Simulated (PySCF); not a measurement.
## A study: CH$_{3}$I, SMILES `CI`

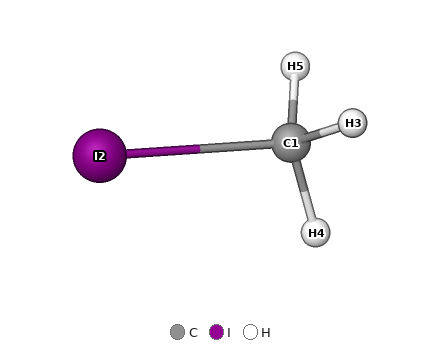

The molecule, with its atoms numbered as below. No frequency check shows the geometry to be a minimum.

Cartesian coordinates (Å):

```
C1      -1.8155    0.0000    0.0000
I2       0.3274    0.0000    0.0000
H3      -2.1537   -0.3365    0.9718
H4      -2.1537    1.0098   -0.1945
H5      -2.1537   -0.6734   -0.7773
```

### 1. Bonding charge

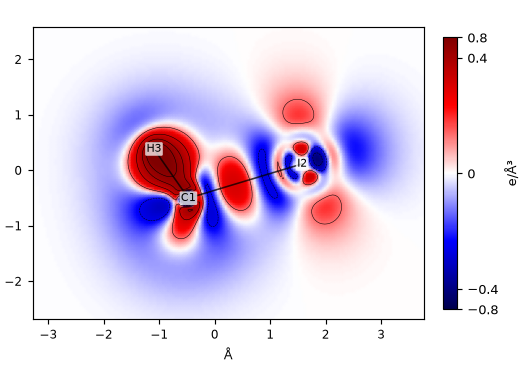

Deformation density (molecule less spherical, spin-averaged free atoms) in the plane of C1, I2 and H3; colour scale in e/Å³, logarithmic beyond ±0.1; red: gain, blue: loss.

Level of theory: ωB97X/def2-TZVP (PySCF), at a geometry from GFN2-xTB. Core potentials replace the inner electrons of I; spin–orbit coupling isn't included.

**Describe the bonding that the map shows.**

C1–H3: +0.78 e/Å³ at the bond critical point (bond length 1.08 Å, Mayer order 1.0). C1–I2: +0.14 e/Å³ at the bond critical point (bond length 2.14 Å, Mayer order 1.1). In all, 1.2 electrons gather in the regions of gain relative to the promolecule. A small or negative value marks a very polar bond, one between electron-rich atoms, whose free-atom densities already overlap strongly, a long bond to a heavier atom, or a closed-shell contact such as a hydrogen bond.

### 2. Bond critical points

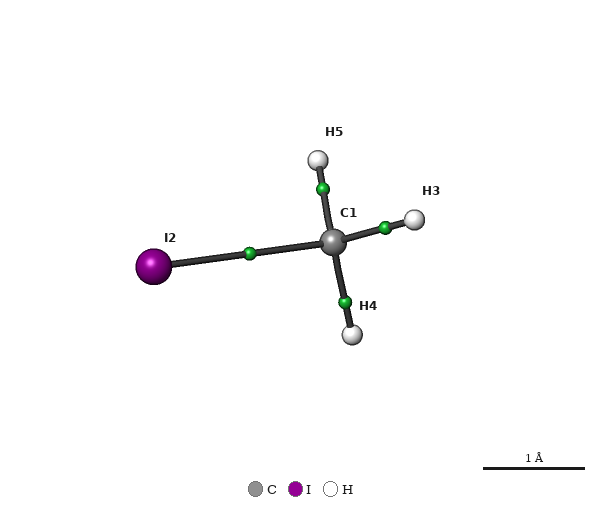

Molecular graph of the electron density (QTAIM): bond paths, bond critical points (green), ring points (magenta, if any); weak paths are dashed.

**How many critical points of each kind are there, and does the count close?**

5 nuclei, 4 bond, 0 ring and 0 cage critical points: 5 − 4 + 0 − 0 = 1, as the Poincaré–Hopf relation requires.

**Give the properties at the bond critical points.**

```json
{"bond": "C1–H4 (3 alike)", "length (Å)": "1.083", "ρ (a.u.)": "0.286", "∇²ρ (a.u.)": "−1.01", "ε": "0.01", "H (a.u.)": "−0.292"}
{"bond": "C1–I2", "length (Å)": "2.143", "ρ (a.u.)": "0.121", "∇²ρ (a.u.)": "−0.07", "ε": "0.00", "H (a.u.)": "−0.062"}
```

**What kind of interaction is C1–I2?**

Shared-shell (covalent): ρ = 0.121, ∇²ρ = −0.07, H = −0.062 a.u.

### 3. Local ionisation energy

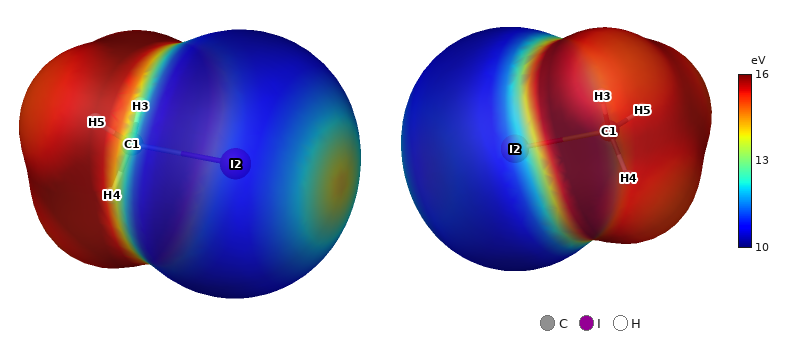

Average local ionisation energy on the surface of electron density 0.001 a.u. (back view left, front view right).

**Locate the minima of the map.**

The lowest value is 10.3 eV, 2.5 Å from I2, and at like points elsewhere. Further minima include 15.0 eV, 1.4 Å from H4, and at like points elsewhere. For comparison, the highest occupied orbital lies at −9.6 eV.

### 4. In an electric field

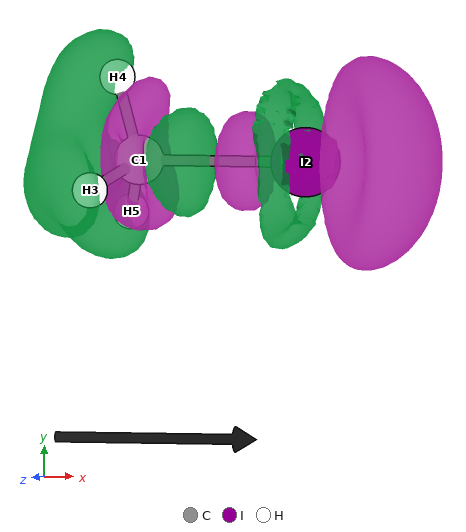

Change of the electron density in a uniform field of 0.21 V/Å along +x (arrow), surfaces at ±0.002 e/Å³ (green: gain, purple: loss).

PySCF calculation, ωB97X/def2-TZVP, gas phase; geometry: GFN2-xTB. Core potentials replace the inner electrons of I; spin–orbit coupling isn't included. A basis without diffuse functions makes polarisabilities too small.

**How large is the response?**

The induced dipole is 0.56 D (along the field); α along this axis, from the fields in both directions, is 56 bohr³ (8.2 Å³).

**Which atoms gain and lose the most charge?**

Electrons gather most on C1 (Hirshfeld charge changes by −0.010 e) and leave I2 most (+0.027 e); 0.046 electrons are displaced in all.

The PySCF runs shown took 9.4 s and 17 s on 1 thread of Arm Neoverse V1, on a shared host.
